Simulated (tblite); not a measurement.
## Geometry relaxation of C$_{6}$H$_{14}$SSi

System: C$_{6}$H$_{14}$SSi.
Method: GFN2-xTB geometry optimisation, gas phase (tblite 0.8.0).

It belongs to a series of runs on one base structure; here: Si replaced by C.

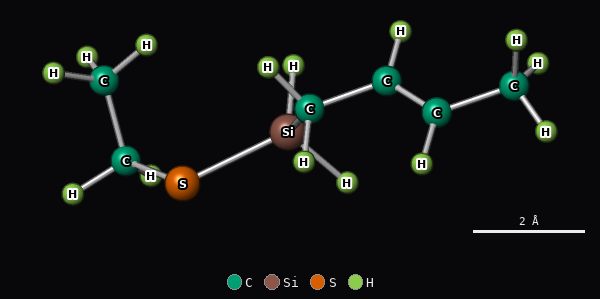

The starting structure (ball-and-stick view, seen at a tilt). Bond lengths as drawn: C–C 1.30 to 1.51 Å, C–H 1.07 to 1.14 Å, C–S 1.78 Å, C–Si 1.86 Å, H–Si 1.48 to 1.49 Å and S–Si 2.12 Å.

Key numbers:

```json
{"quantity": "outcome", "value": "converged"}
{"quantity": "total energy", "value": "−679.1087 eV"}
{"quantity": "hardware", "value": "1 CPU thread, shared host"}
{"quantity": "wall time", "value": "5.8 s"}
{"quantity": "peak memory", "value": "0.18 GiB"}
```

Input file:
```
{"job": {"kind": "relax", "xc": "GFN2-xTB", "basis": "xTB"}, "charge": 0, "multiplicity": 1}
C      4.527800    -0.155500     0.003800
C      3.176100     0.072700     0.596600
C      2.096200     0.353600    -0.075000
C      0.756900     0.581400     0.543600
Si    -0.511400    -0.643400    -0.062700
S     -2.281500    -0.369300     1.070900
C     -3.808500    -0.554700     0.175200
C     -3.921900     0.580800    -0.813400
H      4.485900    -0.706300    -0.950800
H      5.035300     0.819100    -0.214500
H      5.143900    -0.645700     0.769700
H      3.104900    -0.020200     1.703200
H      2.153300     0.442900    -1.142200
H      0.837600     0.407000     1.644100
H      0.364000     1.590500     0.313100
H      0.081400    -1.989900     0.142400
H     -0.698400    -0.502300    -1.521100
H     -3.935000    -1.563800    -0.286900
H     -4.649800    -0.416700     0.925500
H     -4.370600     1.501600    -0.332900
H     -2.972000     0.900200    -1.240700
H     -4.624500     0.337300    -1.649500
```

The first line tells a small driver script what to run in tblite; the rest is the geometry in Å.

Launched with:
```bash
OMP_NUM_THREADS=1 python <driver script> task.json out
```

What the program printed:
```
step      E/eV     max force
  0    -678.49305    2.062
  1    -678.70028    1.311
  2    -678.76549    0.757
  3    -678.80080    0.468
  4    -678.83721    0.497
  5    -678.85298    0.402
  6    -678.86779    0.260
  7    -678.87641    0.251
  8    -678.88930    0.314
  9    -678.90188    0.340
 10    -678.91360    0.239
 11    -678.92330    0.228
 12    -678.93286    0.259
 13    -678.94300    0.287
 14    -678.95280    0.275
 15    -678.96121    0.183
 16    -678.96905    0.203
 17    -678.97708    0.219
 18    -678.98462    0.189
 19    -678.99080    0.158
 20    -678.99564    0.146
 21    -678.99932    0.137
 22    -679.00229    0.117
 23    -679.00517    0.125
 24    -679.00814    0.110
 25    -679.01086    0.118
 26    -679.01299    0.088
 27    -679.01471    0.098
 28    -679.01650    0.097
 29    -679.01871    0.134
 30    -679.02119    0.117
 31    -679.02344    0.098
 32    -679.02529    0.097
 33    -679.02691    0.109
 34    -679.02830    0.102
 35    -679.02941    0.073
 36    -679.03038    0.077
 37    -679.03139    0.076
 38    -679.03247    0.086
 39    -679.03350    0.080
 40    -679.03451    0.088
 41    -679.03574    0.087
 42    -679.03739    0.133
 43    -679.03931    0.128
 44    -679.04111    0.096
 45    -679.04270    0.091
 46    -679.04433    0.105
 47    -679.04612    0.137
 48    -679.04830    0.097
 49    -679.04991    0.099
 50    -679.05127    0.076
 51    -679.05246    0.072
 52    -679.05329    0.072
 53    -679.05382    0.060
 54    -679.05439    0.056
 55    -679.05513    0.064
 56    -679.05566    0.043
 57    -679.05600    0.046
 58    -679.05629    0.043
 59    -679.05666    0.043
 60    -679.05715    0.052
 61    -679.05767    0.048
 62    -679.05819    0.051
 63    -679.05875    0.064
 64    -679.05934    0.063
 65    -679.05983    0.039
 66    -679.06020    0.037
 67    -679.06058    0.052
 68    -679.06105    0.070
 69    -679.06157    0.064
 70    -679.06187    0.056
 71    -679.06229    0.041
 72    -679.06263    0.040
 73    -679.06337    0.068
 74    -679.06405    0.069
 75    -679.06480    0.054
 76    -679.06536    0.059
 77    -679.06600    0.054
 78    -679.06660    0.055
 79    -679.06710    0.046
 80    -679.06741    0.045
 81    -679.06766    0.038
 82    -679.06795    0.048
 83    -679.06828    0.049
 84    -679.06858    0.047
 85    -679.06891    0.038
 86    -679.06926    0.036
 87    -679.06953    0.035
 88    -679.06988    0.032
 89    -679.07016    0.031
 90    -679.07045    0.039
 91    -679.07077    0.041
 92    -679.07112    0.037
 93    -679.07140    0.046
 94    -679.07160    0.040
 95    -679.07192    0.035
 96    -679.07226    0.037
 97    -679.07245    0.037
 98    -679.07265    0.032
 99    -679.07289    0.033
100    -679.07318    0.037
101    -679.07352    0.034
102    -679.07377    0.029
103    -679.07397    0.035
104    -679.07424    0.045
105    -679.07462    0.051
106    -679.07510    0.044
107    -679.07562    0.055
108    -679.07625    0.064
109    -679.07711    0.080
110    -679.07817    0.085
111    -679.07890    0.109
112    -679.07964    0.072
113    -679.08013    0.062
114    -679.08100    0.070
115    -679.08165    0.057
116    -679.08267    0.058
117    -679.08332    0.053
118    -679.08380    0.052
119    -679.08424    0.066
120    -679.08480    0.068
121    -679.08506    0.078
122    -679.08556    0.068
123    -679.08580    0.049
124    -679.08633    0.036
125    -679.08672    0.038
126    -679.08727    0.048
127    -679.08778    0.053
128    -679.08819    0.056
129    -679.08870    0.044
130    -679.08915    0.050
131    -679.08964    0.061
132    -679.09027    0.062
133    -679.09101    0.069
134    -679.09171    0.072
135    -679.09213    0.079
136    -679.09257    0.060
137    -679.09285    0.032
138    -679.09306    0.026
139    -679.09324    0.031
140    -679.09343    0.043
141    -679.09362    0.031
142    -679.09388    0.038
143    -679.09416    0.044
144    -679.09454    0.064
145    -679.09495    0.071
146    -679.09546    0.060
147    -679.09595    0.038
148    -679.09637    0.034
149    -679.09675    0.038
150    -679.09718    0.048
151    -679.09754    0.042
152    -679.09787    0.038
153    -679.09807    0.033
154    -679.09831    0.041
155    -679.09852    0.044
156    -679.09882    0.037
157    -679.09915    0.039
158    -679.09943    0.043
159    -679.09964    0.046
160    -679.09983    0.036
161    -679.10008    0.030
162    -679.10036    0.036
163    -679.10073    0.043
164    -679.10101    0.049
165    -679.10122    0.030
166    -679.10143    0.039
167    -679.10170    0.037
168    -679.10201    0.034
169    -679.10215    0.033
170    -679.10226    0.022
171    -679.10234    0.024
172    -679.10245    0.026
173    -679.10260    0.031
174    -679.10283    0.042
175    -679.10317    0.047
176    -679.10361    0.050
177    -679.10409    0.049
178    -679.10458    0.053
179    -679.10505    0.063
180    -679.10552    0.052
181    -679.10597    0.052
182    -679.10649    0.044
183    -679.10687    0.043
184    -679.10721    0.038
185    -679.10744    0.042
186    -679.10764    0.027
187    -679.10778    0.021
188    -679.10790    0.018
189    -679.10798    0.016
190    -679.10805    0.015
191    -679.10812    0.014
192    -679.10818    0.021
193    -679.10824    0.017
194    -679.10829    0.015
195    -679.10833    0.015
196    -679.10836    0.013
197    -679.10839    0.012
198    -679.10842    0.013
199    -679.10845    0.015
200    -679.10848    0.013
201    -679.10851    0.010
202    -679.10854    0.012
203    -679.10857    0.014
204    -679.10860    0.016
205    -679.10863    0.013
206    -679.10866    0.011
207    -679.10869    0.010
```

Trajectory as extended XYZ (Å, eV, eV/Å), 5 of the 208 frames kept, from step=0 to step=207:
```
22
Properties=species:S:1:pos:R:3:forces:R:3 step=0 energy=-678.49305
C     4.5278   -0.1555    0.0038    0.6280   0.5910   0.0590
C     3.1761    0.0727    0.5966    0.8210  -0.3840   1.4130
C     2.0962    0.3536   -0.0750   -1.2070   0.4620  -0.3180
C     0.7569    0.5814    0.5436    0.1380   0.2550   0.6510
Si   -0.5114   -0.6434   -0.0627    0.2060  -1.1320  -1.1330
S    -2.2815   -0.3693    1.0709    0.3590  -0.0190   1.4310
C    -3.8085   -0.5547    0.1752   -1.5080  -0.1670  -0.2070
C    -3.9219    0.5808   -0.8134   -1.4280   1.2470  -0.8110
H     4.4859   -0.7063   -0.9508    0.0450   0.0900   0.6100
H     5.0353    0.8191   -0.2145   -0.4400  -0.6140   0.1400
H     5.1439   -0.6457    0.7697   -0.0490  -0.1430  -0.6070
H     3.1049   -0.0202    1.7032    0.1480   0.1080  -0.8270
H     2.1533    0.4429   -1.1422   -0.1110   0.0570  -0.3710
H     0.8376    0.4070    1.6441   -0.0290   0.6200  -0.6670
H     0.3640    1.5905    0.3131    0.4540  -0.2790   0.3930
H     0.0814   -1.9899    0.1424   -0.3650   0.2080   0.0030
H    -0.6984   -0.5023   -1.5211   -0.1980   0.0280   0.2550
H    -3.9350   -1.5638   -0.2869    0.3630   0.7120   0.2880
H    -4.6498   -0.4167    0.9255    1.0550  -0.4210  -0.5720
H    -4.3706    1.5016   -0.3329    0.5780  -0.9590  -0.2940
H    -2.9720    0.9002   -1.2407   -0.0450  -0.2950   0.0030
H    -4.6245    0.3373   -1.6495    0.5870   0.0350   0.5610
22
Properties=species:S:1:pos:R:3:forces:R:3 step=52 energy=-679.05329
C     4.5304   -0.1809   -0.0111   -0.0500   0.0060   0.0000
C     3.2062    0.1096    0.6166    0.0140  -0.0130   0.0230
C     2.0783    0.3138   -0.0423   -0.0090   0.0250  -0.0230
C     0.7712    0.6253    0.5997    0.0040   0.0060  -0.0190
Si   -0.5745   -0.6045    0.0728    0.0420   0.0010  -0.0220
S    -2.3312   -0.1827    1.2320   -0.0110   0.0230   0.0150
C    -3.6795   -0.5763    0.0569   -0.0110   0.0100  -0.0360
C    -3.9882    0.5900   -0.8636    0.0280  -0.0260   0.0080
H     4.4141   -0.4540   -1.0565   -0.0010   0.0250  -0.0280
H     5.1705    0.6985    0.0505    0.0320   0.0350  -0.0060
H     5.0377   -0.9889    0.5111   -0.0220  -0.0510   0.0230
H     3.2016    0.1768    1.6962    0.0470  -0.0170   0.0520
H     2.0689    0.2662   -1.1233   -0.0100  -0.0140  -0.0190
H     0.8849    0.6409    1.6840   -0.0160  -0.0190   0.0150
H     0.4556    1.6288    0.3007   -0.0070   0.0150  -0.0090
H    -0.1928   -1.9998    0.2905   -0.0110   0.0110   0.0080
H    -0.9190   -0.4115   -1.3349   -0.0230  -0.0100  -0.0330
H    -3.4009   -1.4722   -0.4949    0.0220   0.0050  -0.0160
H    -4.5395   -0.8045    0.6844   -0.0030   0.0120   0.0320
H    -4.1435    1.4905   -0.2739   -0.0400  -0.0030  -0.0160
H    -3.1713    0.7732   -1.5589    0.0210  -0.0270   0.0380
H    -4.8894    0.3812   -1.4377    0.0060   0.0070   0.0120
22
Properties=species:S:1:pos:R:3:forces:R:3 step=104 energy=-679.07424
C     4.5205   -0.2421   -0.0137   -0.0250   0.0090  -0.0020
C     3.2018    0.0794    0.6087    0.0030   0.0010  -0.0020
C     2.1005    0.3834   -0.0581   -0.0120   0.0000  -0.0050
C     0.7942    0.7119    0.5763    0.0050   0.0080   0.0050
Si   -0.5752   -0.5002    0.0695    0.0380  -0.0190  -0.0140
S    -2.3173   -0.0211    1.2296    0.0070   0.0140  -0.0020
C    -3.6528   -0.5793    0.1074    0.0050   0.0030   0.0010
C    -4.0263    0.5014   -0.8883    0.0060  -0.0140   0.0130
H     4.4730   -0.1597   -1.0967   -0.0140   0.0010  -0.0070
H     5.2880    0.4370    0.3572   -0.0020   0.0000  -0.0010
H     4.8237   -1.2552    0.2471    0.0110  -0.0270   0.0130
H     3.1819    0.0595    1.6916    0.0070  -0.0100  -0.0030
H     2.1148    0.4024   -1.1406   -0.0090   0.0150   0.0040
H     0.9069    0.7194    1.6609   -0.0260  -0.0040   0.0240
H     0.4911    1.7200    0.2809    0.0050   0.0080  -0.0120
H    -0.2245   -1.8962    0.3319    0.0020   0.0060  -0.0050
H    -0.9375   -0.3535   -1.3413    0.0210   0.0080  -0.0030
H    -3.3219   -1.4919   -0.3858    0.0090   0.0090   0.0010
H    -4.4905   -0.8125    0.7628   -0.0160  -0.0020  -0.0160
H    -4.3743    1.3842   -0.3586    0.0050   0.0300  -0.0060
H    -3.1670    0.7795   -1.4953   -0.0130  -0.0100   0.0030
H    -4.8195    0.1530   -1.5471   -0.0060  -0.0260   0.0140
22
Properties=species:S:1:pos:R:3:forces:R:3 step=155 energy=-679.09852
C     4.3747   -0.5084   -0.0616   -0.0250  -0.0110   0.0030
C     3.0961   -0.0995    0.5920    0.0000  -0.0030  -0.0040
C     2.1695    0.6618    0.0338   -0.0060   0.0170   0.0190
C     0.8830    1.0322    0.6818   -0.0070  -0.0080  -0.0060
Si   -0.5067   -0.0559   -0.0112    0.0190   0.0030  -0.0040
S    -2.2760    0.4610    1.0758   -0.0250   0.0200   0.0300
C    -3.5113   -0.5776    0.2165   -0.0220   0.0040  -0.0190
C    -4.1136    0.1299   -0.9809   -0.0200   0.0010  -0.0110
H     4.4991   -0.0088   -1.0194   -0.0030  -0.0090   0.0020
H     5.2225   -0.2660    0.5776    0.0120   0.0110  -0.0050
H     4.3835   -1.5867   -0.2257    0.0090   0.0030   0.0030
H     2.9413   -0.4745    1.5965    0.0250   0.0050  -0.0080
H     2.3049    1.0281   -0.9757    0.0190   0.0060   0.0080
H     0.9469    0.8907    1.7616    0.0100  -0.0030  -0.0140
H     0.6569    2.0843    0.5034    0.0060  -0.0110  -0.0130
H    -0.2362   -1.4766    0.2157   -0.0210   0.0000  -0.0120
H    -0.7423    0.1677   -1.4391    0.0150   0.0140   0.0060
H    -3.0235   -1.5072   -0.0710   -0.0050  -0.0170   0.0050
H    -4.2756   -0.7895    0.9625   -0.0090  -0.0090   0.0070
H    -4.5867    1.0581   -0.6686    0.0250  -0.0020  -0.0010
H    -3.3506    0.3608   -1.7209    0.0070  -0.0010   0.0190
H    -4.8666   -0.5045   -1.4449   -0.0030  -0.0100  -0.0050
22
Properties=species:S:1:pos:R:3:forces:R:3 step=207 energy=-679.10869
C     4.3411   -0.5605   -0.0931   -0.0020  -0.0010  -0.0020
C     3.0809   -0.1528    0.5956   -0.0060  -0.0050  -0.0010
C     2.1684    0.6592    0.0873    0.0080  -0.0030   0.0040
C     0.8960    1.0329    0.7613    0.0070   0.0000   0.0030
Si   -0.5645    0.1898   -0.1068   -0.0030   0.0060  -0.0010
S    -2.3097    0.5879    1.0726    0.0060   0.0010   0.0000
C    -3.5118   -0.5575    0.3079   -0.0060   0.0050  -0.0040
C    -4.0327   -0.0484   -1.0207   -0.0020  -0.0020  -0.0040
H     4.4056   -0.1142   -1.0825    0.0050   0.0080   0.0030
H     5.2095   -0.2532    0.4898   -0.0030   0.0050  -0.0040
H     4.3814   -1.6453   -0.1941   -0.0040   0.0040   0.0010
H     2.9352   -0.5708    1.5840   -0.0020   0.0000   0.0000
H     2.3109    1.0774   -0.9009   -0.0010  -0.0040  -0.0020
H     0.9257    0.7417    1.8116    0.0060  -0.0020   0.0030
H     0.7591    2.1149    0.7256   -0.0020   0.0020   0.0000
H    -0.4115   -1.2638   -0.1642    0.0030  -0.0090  -0.0010
H    -0.7517    0.7170   -1.4608    0.0040  -0.0020  -0.0020
H    -3.0273   -1.5273    0.2020   -0.0060   0.0010   0.0060
H    -4.3192   -0.6387    1.0342   -0.0050  -0.0030   0.0010
H    -4.4654    0.9418   -0.8996    0.0020   0.0010   0.0020
H    -3.2298    0.0103   -1.7518   -0.0030  -0.0020  -0.0030
H    -4.8005   -0.7209   -1.3991    0.0010   0.0000   0.0010
```

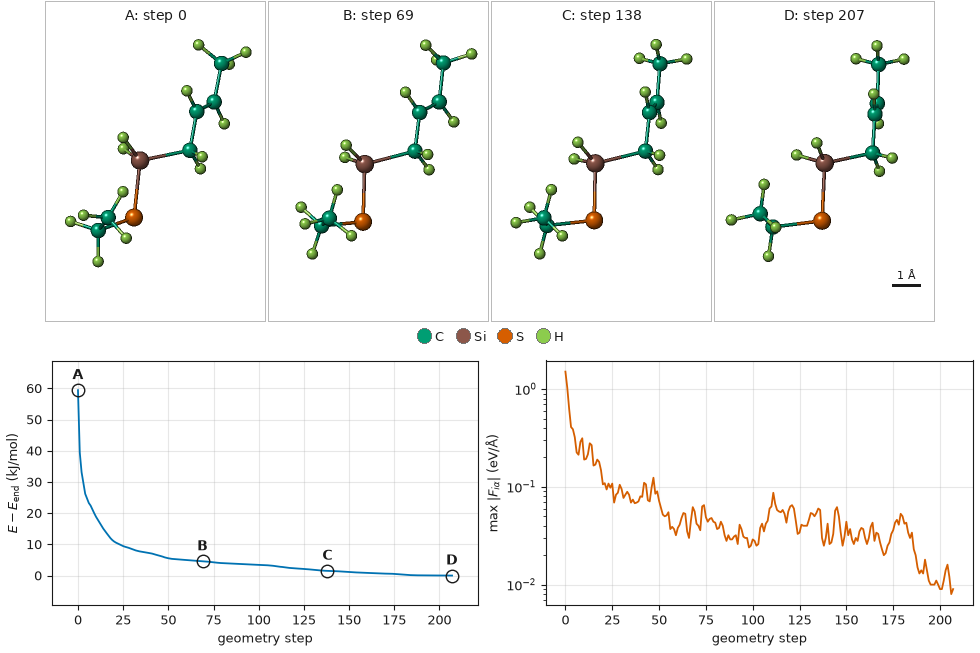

Frames of the relaxation (ball-and-stick view, seen at a tilt) above the curves, on which the letters mark them (steps are counted from 0).

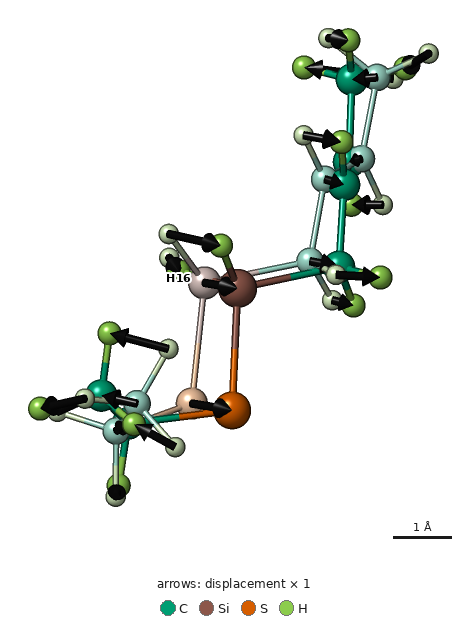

Start (faint) and end (solid) with the displacements as black arrows, at true length (ball-and-stick view, seen at a tilt). The two geometries are laid on each other by the best rigid fit. After 207 geometry steps the energy has fallen by 59.4 kJ/mol. The largest force component goes from 1.5 to 0.009 eV/Å. The largest move after the best rigid fit is that of H11, 1.58 Å. Largest moves by element: H 1.58 Å, S 0.97 Å, Si 0.84 Å, C 0.68 Å. Among the contacts that change: S6–C7 1.780 → 1.828 Å, C7–H19 1.136 → 1.089 Å, C8–H20 1.131 → 1.087 Å, C4–Si5 1.864 → 1.897 Å. Among the angles that change: Si5–S6–C7 115.7° → 100.9°, C4–Si5–H16 106.2° → 112.3°, S6–C7–H18 113.5° → 107.8°. (Atoms are counted from 1 in the order of the input.)
